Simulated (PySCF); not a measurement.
**Two runs on SiHCl3**

System: SiHCl3 (Trichlorosilane).
Method of the first run: GIAO KT3/pcSseg-2 NMR shielding, non-relativistic, gas phase (PySCF 2.14.0).

The geometry comes from this level: PBE0-D3(BJ)/def2-TZVP. Text and figures count atoms from 1; the logs count them from 0 in places.

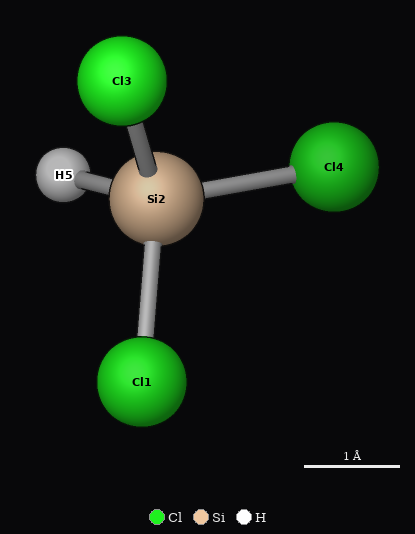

Figure 1. The structure (ball-and-stick view, seen at a tilt; atoms are numbered from 1 in the order of the input).

**Input, the first run**
```
{"job": {"kind": "nmr", "xc": "KT3", "basis": "pcSseg-2", "pop": false}, "charge": 0, "multiplicity": 1}
Cl    -0.615885     1.747988    -0.865382
Si     0.041399    -0.028837    -0.137422
Cl    -1.103485    -1.529777    -0.882339
Cl     1.975034    -0.312808    -0.685233
H     -0.054704    -0.020630     1.328052
```

The first line tells a small driver script what to run in PySCF; the rest is the geometry in Å.

Command:
```bash
OMP_NUM_THREADS=1 python <driver script> task.json out
```

Hardware: 1 CPU thread, shared host.

**Output (the first run)**
```
coarse grid: 7120 points
cycle   1  E = -1682.4156611381  dE =  3.782e-01  |g| = 4.611e-01  |ddm| = 1.978e+00
cycle   2  E = -1682.3637149487  dE =  5.195e-02  |g| = 6.570e-01  |ddm| = 9.742e-01
cycle   3  E = -1682.4595870215  dE = -9.587e-02  |g| = 1.226e-01  |ddm| = 6.267e-01
cycle   4  E = -1682.4633889077  dE = -3.802e-03  |g| = 1.578e-02  |ddm| = 1.160e-01
cycle   5  E = -1682.4634511199  dE = -6.221e-05  |g| = 3.885e-03  |ddm| = 1.889e-02
cycle   6  E = -1682.4634559772  dE = -4.857e-06  |g| = 1.318e-03  |ddm| = 5.641e-03
final grid: 52536 points
cycle   7  E = -1682.4770979411  dE = -3.106e-04  |g| = 3.597e-02  |ddm| = 5.811e-02
cycle   8  E = -1682.4770498009  dE =  4.814e-05  |g| = 2.961e-02  |ddm| = 4.261e-02
cycle   9  E = -1682.4771811864  dE = -1.314e-04  |g| = 1.012e-02  |ddm| = 3.159e-02
cycle  10  E = -1682.4772077530  dE = -2.657e-05  |g| = 1.700e-03  |ddm| = 9.278e-03
cycle  11  E = -1682.4772085058  dE = -7.528e-07  |g| = 1.504e-04  |ddm| = 1.667e-03
cycle  12  E = -1682.4772085099  dE = -4.146e-09  |g| = 3.896e-05  |ddm| = 1.365e-04
cycle  13  E = -1682.4772085103  dE = -3.415e-10  |g| = 5.735e-06  |ddm| = 3.181e-05
converged SCF energy = -1682.4772085103

GIAO shielding tensors (ppm)
atom      isotropic    diamagn.    paramagn.     s11        s22        s33       span
  0 Cl     802.609    1149.880    -347.271    681.773    761.232    964.821    283.049
  1 Si     356.163     876.342    -520.178    320.907    373.699    373.884     52.977
  2 Cl     802.794    1149.834    -347.039    682.065    761.338    964.980    282.916
  3 Cl     802.751    1149.795    -347.044    682.014    761.207    965.031    283.017
  4 H       25.254      27.760      -2.506     22.179     22.189     31.393      9.214
```

The input of the second run differs as follows (lines with − go, lines with + come):
```diff
-"xc": "KT3"
+"xc": "PBE0"
-"pop": false
```

What does this change do to the results?

The total energies belong to different methods, so their difference says nothing on which is more stable or more accurate. The HOMO goes from −8.20 to −9.49 eV. The LUMO goes from −1.31 to −0.24 eV. The dipole moment goes from 0.88 to 0.95 D. Of all shieldings, the largest change is that of Si2, by −21.5 ppm. The functional changes from KT3 to PBE0. Exact exchange removes part of the self-interaction error of semilocal functionals, which pushes filled and empty levels apart. The SCF takes 12 iterations against 13.

**Output (the second run)**
```
coarse grid: 7120 points
cycle   1  E = -1670.3063419545  dE =  3.900e-01  |g| = 3.816e-01  |ddm| = 1.921e+00
cycle   2  E = -1670.2841470605  dE =  2.219e-02  |g| = 4.954e-01  |ddm| = 7.358e-01
cycle   3  E = -1670.3419231471  dE = -5.778e-02  |g| = 4.985e-02  |ddm| = 4.266e-01
cycle   4  E = -1670.3423464054  dE = -4.233e-04  |g| = 1.599e-02  |ddm| = 4.397e-02
cycle   5  E = -1670.3423967212  dE = -5.032e-05  |g| = 2.128e-03  |ddm| = 1.371e-02
cycle   6  E = -1670.3423975528  dE = -8.315e-07  |g| = 6.149e-04  |ddm| = 1.959e-03
final grid: 52536 points
cycle   7  E = -1670.3577452154  dE = -4.085e-05  |g| = 6.422e-03  |ddm| = 1.365e-02
cycle   8  E = -1670.3577459790  dE = -7.635e-07  |g| = 3.822e-03  |ddm| = 5.476e-03
cycle   9  E = -1670.3577476840  dE = -1.705e-06  |g| = 8.955e-04  |ddm| = 3.269e-03
cycle  10  E = -1670.3577478754  dE = -1.914e-07  |g| = 1.792e-04  |ddm| = 8.224e-04
cycle  11  E = -1670.3577478828  dE = -7.353e-09  |g| = 2.364e-05  |ddm| = 1.577e-04
cycle  12  E = -1670.3577478829  dE = -1.044e-10  |g| = 6.293e-06  |ddm| = 1.810e-05
converged SCF energy = -1670.3577478829

GIAO shielding tensors (ppm)
atom      isotropic    diamagn.    paramagn.     s11        s22        s33       span
  0 Cl     810.822    1147.754    -336.932    690.112    774.348    968.006    277.894
  1 Si     334.646     873.967    -539.321    302.099    350.816    351.024     48.925
  2 Cl     811.012    1147.711    -336.699    690.424    774.447    968.164    277.740
  3 Cl     810.964    1147.674    -336.710    690.361    774.313    968.218    277.858
  4 H       25.164      27.334      -2.170     22.090     22.099     31.302      9.213
```

**The two runs side by side**

| quantity | the first run | the second run |
| --- | --- | --- |
| outcome | converged | converged |
| total energy (hartree) | −1682.477209 | −1670.357748 |
| HOMO (eV) | −8.20 | −9.49 |
| LUMO (eV) | −1.31 | −0.24 |
| dipole moment (D) | 0.88 | 0.95 |
| shielding of Cl1 (ppm) | 802.6 | 810.8 |
| shielding of Si2 (ppm) | 356.2 | 334.6 |
| shielding of Cl3 (ppm) | 802.8 | 811.0 |
| shielding of Cl4 (ppm) | 802.8 | 811.0 |
| shielding of H5 (ppm) | 25.3 | 25.2 |
| SCF iterations | 13 | 12 |
| basis functions | 186 | 186 |
| wall time (shared host) | 10 s | 9.8 s |
